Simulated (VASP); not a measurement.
Band structure of KF (rock salt). Calculation: PBE GGA, VASP's PBE PAW potentials (set 64) (plane waves; VASP).

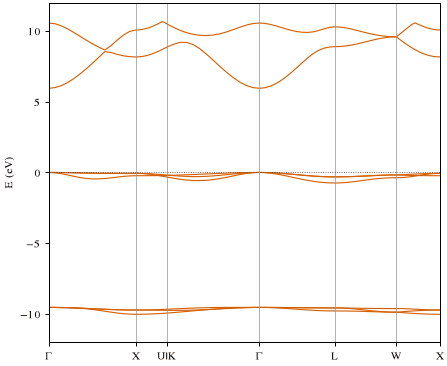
Bands along high-symmetry lines, zero at the valence-band maximum or, without a gap, the Fermi level

Read the plot: is there a gap, and where are the band edges?

The gap is direct, 5.95 eV, from the valence maximum at Γ to the conduction minimum at Γ. (Edges off the drawn lines would not show.)

Measured: gap 10.90 eV (computed value off by -4.95 eV), as given by David Koller et al., Journal of Physics Condensed Matter (2013), arXiv:1304.4470.

The compound is KF in the rock salt structure. It was relaxed first.
